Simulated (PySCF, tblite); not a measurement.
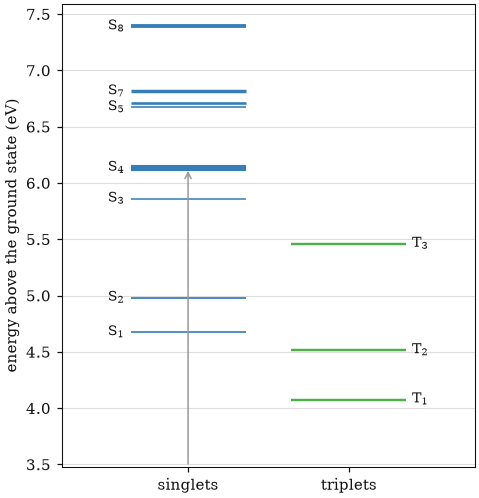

State diagram of C₃H₁₃B₂NSi, SMILES CB(C)NCB[SiH3]. Vertical TDDFT excitations, PBE0/def2-SVPD in PySCF 2.14.0, at a GFN2-xTB geometry (a minimum by its frequencies), gas phase. Triplets in the Tamm-Dancoff approximation; only the lowest 8 singlets and 3 triplets were computed. Thicker singlet lines are brighter; the arrow marks the brightest. S0, at zero, lies below the range drawn.

**What are the energy, strength and character of the state that the arrow marks?**

S4 at 6.14 eV (202 nm), f = 0.121, mainly HOMO−2 → LUMO (70 %).

**What character does the calculation give T1?**

Mainly HOMO−1 → LUMO (96 %).

**How many of the triplet levels drawn lie below S1?**

2 of 3 (T1 4.08 eV, T2 4.51 eV, T3 5.46 eV; S1 4.67 eV).

Known limits of this run: the tight-binding geometry is rougher than a DFT one and adds to the error; one conformer of a flexible molecule; core orbitals are frozen in the response.
